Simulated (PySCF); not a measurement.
## Electronic structure of C₄H₁₅NOSi₃ in real space

Input

```
{"job": {"kind": "nmr", "xc": "PBE0", "basis": "pcSseg-1"}, "charge": 0, "multiplicity": 1}
C     -2.240608     1.913144     0.600274
N     -1.276949     1.072499    -0.067077
Si    -1.524523    -0.607552    -0.360643
Si    -2.003994    -1.622089     1.641790
O     -0.123839    -1.148895    -0.995326
Si     1.377661    -1.741634    -0.952361
C      2.614871    -0.336195    -0.752693
C      2.285646     0.860658     0.096412
C      2.348129     1.001437    -1.386939
H     -2.726189     1.335735     1.385709
H     -1.741139     2.771305     1.054830
H     -3.017526     2.285287    -0.077386
H     -0.744652     1.592145    -0.751284
H     -2.438680    -0.887387    -1.486885
H     -1.487529    -2.991154     1.749633
H     -1.506134    -0.913903     2.830790
H     -3.457508    -1.720771     1.842914
H      1.529357    -2.404322    -2.247555
H      1.478957    -2.667143     0.179677
H      3.656878    -0.635665    -0.739194
H      3.074979     1.302624     0.687711
H      1.314720     0.895574     0.567405
H      3.176643     1.540107    -1.824562
H      1.419694     1.125957    -1.924837
```

Launched as:

```sh
OMP_NUM_THREADS=1 python probes_run.py task.json out
```

Geometry: GFN2-xTB.

These are results of PBE0/pcSseg-1, SCF density, gas phase, non-relativistic (PySCF), not measurements.

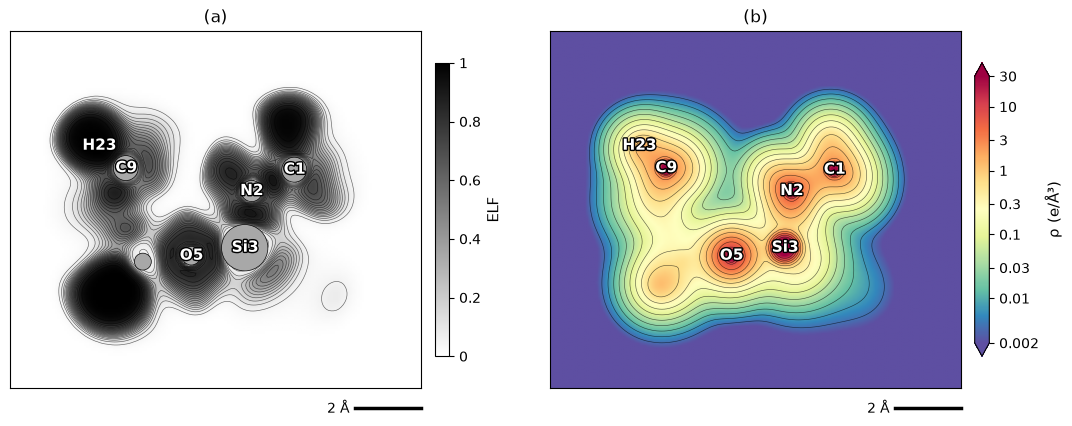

Figure 1. (a) ELF; (b) total electron density on the plane of atoms N2, Si3 and O5. Grey discs cover the atomic cores in the ELF map.

### What does the map show?

The section cuts through C, N, Si, O and H sites. C–N (1.44 Å): the density is about 1.9 e/Å³ at the midpoint; the ELF peaks at about 0.90 between the atoms (localised, covalent bonding). Si–O (1.63 Å): the density is about 1.1 e/Å³ at the midpoint; the ELF peaks at about 0.85 between the atoms; a polar covalent bond. Si–N (1.72 Å): the density is about 1.1 e/Å³ at the midpoint; the ELF peaks at about 0.90 between the atoms; a polar covalent bond. The ELF also peaks beside O5, away from the bonds: lone-pair regions.

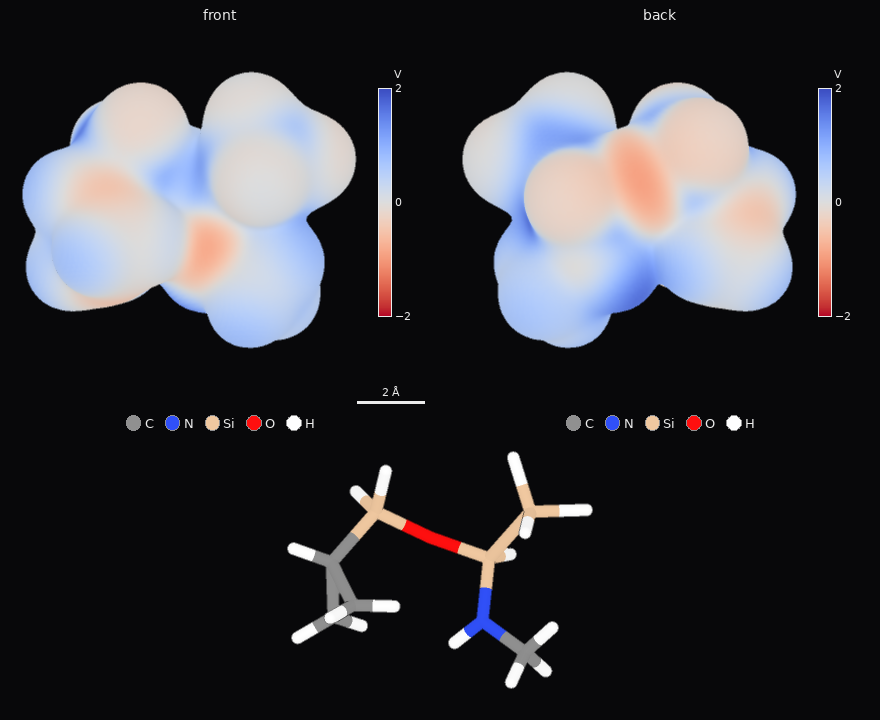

Figure 2. The electrostatic potential painted on the density surface at 0.002 e/bohr³, seen from the front and from behind; red is negative and blue positive. The bare structure is drawn below in the same view.

### Where is the surface potential most negative and most positive?

The most negative region (about −0.9 V) lies over O5, the most positive (about +1.5 V) over Si3 and H13.
